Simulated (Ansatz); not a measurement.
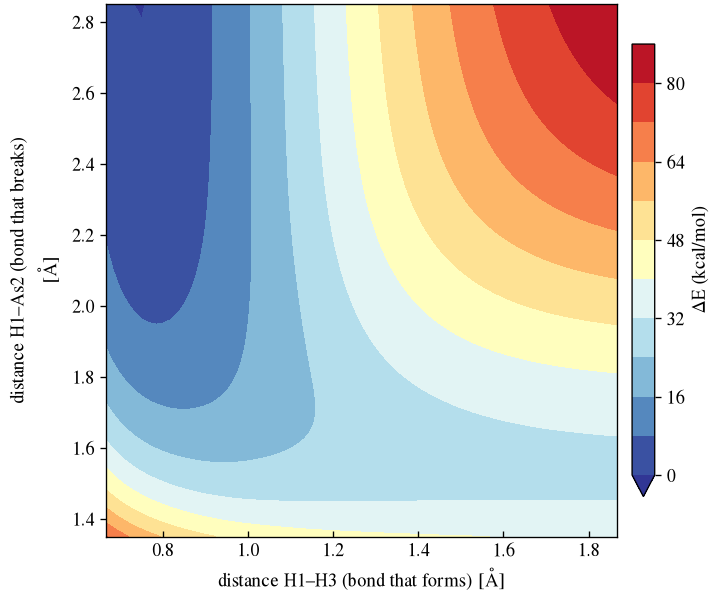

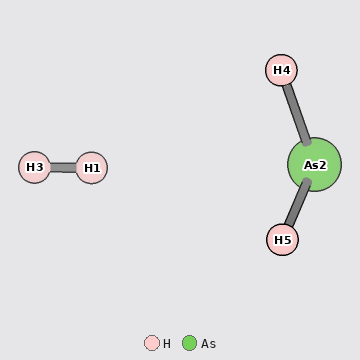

Energy landscape of the reacting system AsH₄ (fragments AsH₃ + H where the first distance is long, H₂ + AsH₂ where the second is long), spin multiplicity 2. First axis: distance H1–H3 (bond that forms). Second axis: distance H1–As2 (bond that breaks). Relaxed at each point: all other coordinates. The grid has 11 × 11 points. Points are written as (first, second). Energies: kcal/mol, counted from the lowest grid point. Level of theory: UKS B3LYP-D4/def2-TZVP in Ansatz 0.2.0.

Drawn: filled contours. Between grid points the surface is interpolated. The second picture is the structure at the lowest point.

### Where are the wells?

The lowest grid point is at (0.733 Å, 2.850 Å). It lies in a valley that leaves the map towards separated partners. The highest grid point, (1.866 Å, 2.850 Å), lies 87 kcal/mol above the lowest.

The input of one point:

```yaml
crystal:
  periodic: [false, false, false]
  atoms:
    - { symbol: H, position_ang: [-0.457068, -1.275338, -0.61] }
    - { symbol: As, position_ang: [0.586791, 1.351308, -0.244503] }
    - { symbol: H, position_ang: [-0.739684, -1.951073, -0.581728] }
    - { symbol: H, position_ang: [-0.685981, 1.347186, 0.604062] }
    - { symbol: H, position_ang: [1.29594, 0.52782, 0.832071] }
magnetization:
  spin_polarized: true
  initial_magnetization: 1
basis:
  gaussian: { orbitals: def2-TZVP }
hamiltonian:
  xc: { name: B3LYP }
  dispersion: d4
output:
  forces: true
relax:
  f_tol: 0.02
  max_steps: 50
  escape_saddle: false
  constraints: [{ distance: [0, 2] }, { distance: [0, 1] }]
```

Time for the 121 points that were run: 22 min on 1 thread of Intel(R) Xeon(R) Platinum 8175M CPU @ 2.50GHz (Skylake/Cascade Lake) (shared host).
